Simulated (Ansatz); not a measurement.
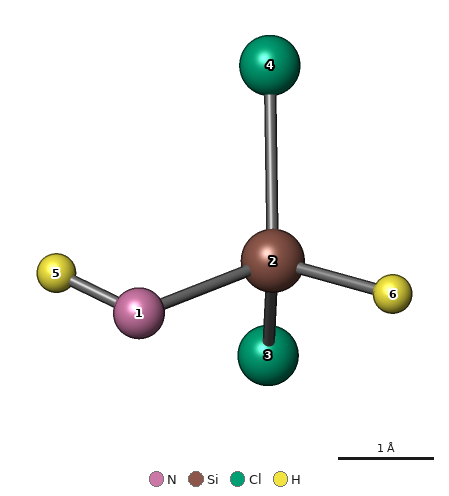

SiNH₂Cl₂ (multiplicity 2), before the relaxation. A ball-and-stick model, seen at a tilt.

The start comes from PBE-D4/def2-SVP.

Method: UKS PBE0-D4/def2-TZVP (Ansatz 0.2.0).

Input file:
```yaml
crystal:
  periodic: [false, false, false]
  atoms:
    - {symbol: N, position_ang: [1.439414, -0.115025, -0.173244]}
    - {symbol: Si, position_ang: [-0.235024, 0.039148, 0.329174]}
    - {symbol: Cl, position_ang: [-0.914209, 1.822467, -0.493599]}
    - {symbol: Cl, position_ang: [-1.396560, -1.548617, -0.341460]}
    - {symbol: H, position_ang: [1.502636, -0.375776, -1.177485]}
    - {symbol: H, position_ang: [-0.354058, 0.113903, 1.810315]}
basis:
  gaussian: {orbitals: def2-TZVP}
magnetization: {spin_polarized: true, initial_magnetization: 1}
hamiltonian: {xc: pbe0, dispersion: d4}
relax: {f_tol: 0.005, max_steps: 150}
```

> Predict the outcome.

N1 moves most after the best rigid fit: 0.11 Å. Largest moves by element: N 0.11 Å, H 0.09 Å, Cl 0.04 Å, Si 0.01 Å. Some distances before and after: Si2–Cl3 2.078 → 2.043 Å, N1–Si2 1.755 → 1.734 Å, Si2–H6 1.488 → 1.469 Å, N1–H5 1.039 → 1.023 Å. Bond angles that change, for instance: N1–Si2–Cl3 105.9° → 109.1°, N1–Si2–Cl4 111.9° → 109.2°, Si2–N1–H5 110.9° → 113.3°. The energy falls by 0.041 eV in 6 geometry steps. The largest force component goes from 0.58 to 0.0016 eV/Å. The run took roughly 2.8 core-minutes on a shared host.

Step by step:

```tsv
step	E − E(0), eV	largest force component, eV/Å
0	0.0000	0.5829
1	-0.0364	0.2661
2	-0.0394	0.1336
3	-0.0399	0.2475
4	-0.0411	0.0251
5	-0.0412	0.0094
6	-0.0413	0.0016
```

The structure at the end:

```xyz
6

N     1.4037   -0.2153   -0.1636
Si   -0.2410    0.0419    0.3208
Cl   -0.9125    1.7911   -0.4925
Cl   -1.3822   -1.5274   -0.3171
H     1.5206   -0.2881   -1.1770
H    -0.3464    0.1339    1.7832
```

The end point in the same view:

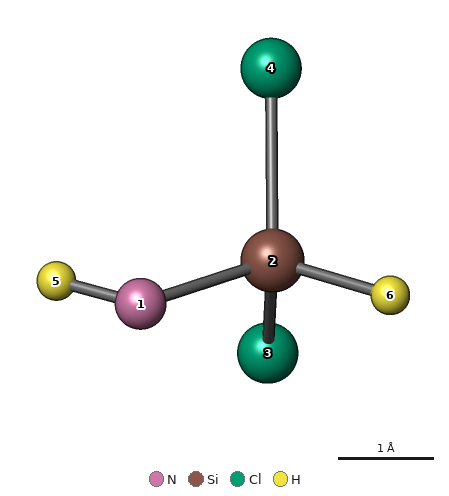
